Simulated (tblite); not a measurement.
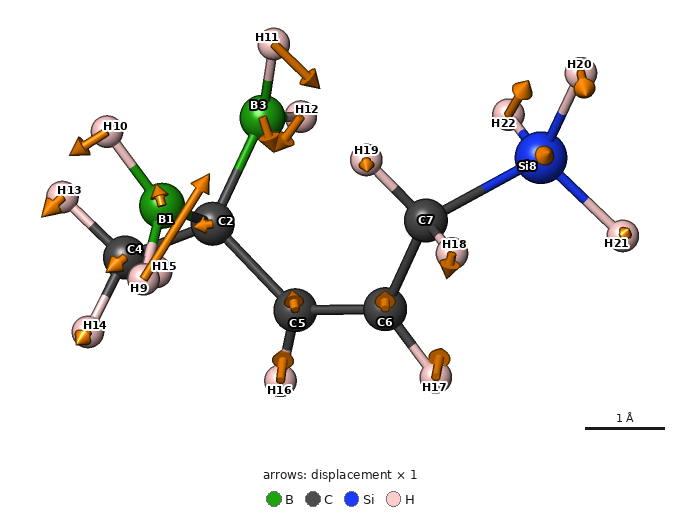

This is a relaxation of C$_{5}$H$_{14}$B$_{2}$Si. The starting structure is drawn; orange arrows show the displacements, at their true length. The two geometries are superimposed by the best rigid fit.

A ball-and-stick model, seen at a tilt.

Theory: tblite 0.8.0, GFN2-xTB geometry optimisation, gas phase. 

### Describe the change and its energy.

H9 moves most after the best rigid fit: 1.61 Å. Largest moves by element: H 1.61 Å, B 0.51 Å, C 0.37 Å, Si 0.35 Å. Some distances before and after: B3–C5 2.576 → 1.846 Å, B1–C2 1.611 → 1.536 Å, C7–Si8 1.869 → 1.914 Å, C6–C7 1.511 → 1.477 Å. Among the angles between lasting bonds that change: B3–C2–C5 110.9° → 72.6°, B1–C2–C5 109.3° → 124.0°, B1–C2–C4 108.1° → 114.9°. Groups turn about C2–C5 by about 20°. The energy falls by 12.2 kcal/mol in 158 geometry steps. The run took 1.4 s on 1 thread of Arm Neoverse V1 (shared host).
